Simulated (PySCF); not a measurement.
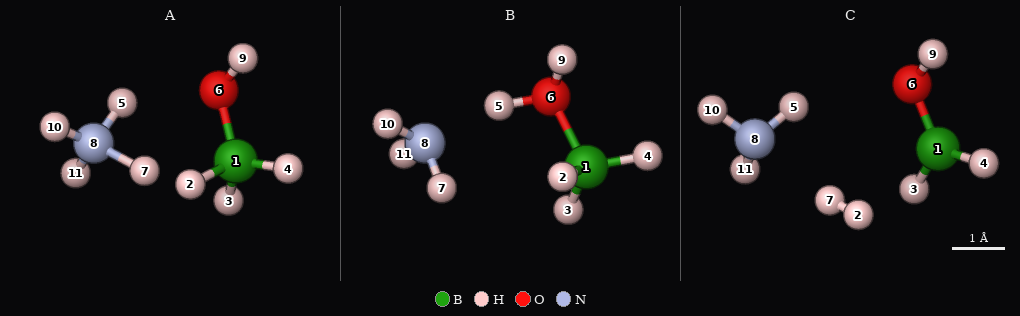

Three geometries of BNH₈O: a saddle point and the two minima that it joins, in shuffled order. The picture is a ball-and-stick view, seen face on. Sticks join atoms that are closer than about 1.2 times the sum of their covalent radii (a little more with hydrogen).

Stationary points at PBE0-D4/def2-TZVP, single-point energies with CCSD(T)/CBS (def2-TZVPP where no basis is named; PySCF 2.14.0). The energies are electronic, without zero-point or thermal terms, and both ends are the minima reached downhill from the saddle, with any fragments still in contact. CCSD(T)/CBS stands for a frozen-core estimate: MP2 correlation extrapolated from def2-TZVPP and def2-QZVPP, CCSD(T) minus MP2 from the smaller set.

> Which frame is the transition state, what reaction does it lead through, and what barrier is to be expected?

Frame A is the saddle point. Counted by bonded pieces, B holds BH₃ + H₂O + NH₃ and C holds BH₃O + H₂ + NH₃. From B over the saddle to C, bonds form: B1–O6 (1.62 → 1.46 → 1.35 Å), H2–H7 (2.60 → 1.04 → 0.75 Å), H5–N8 (1.62 → 1.03 → 1.01 Å). Bonds break: B1–H2 (1.22 → 1.35 → 3.06 Å), H5–O6 (1.02 → 1.90 → 2.34 Å), H7–N8 (1.02 → 1.28 → 2.56 Å). The saddle has one imaginary mode, 679i cm⁻¹. With CCSD(T)/CBS the barrier is 65.3 kJ/mol from B and 80.8 kJ/mol from C, and C lies 15.6 kJ/mol below B.
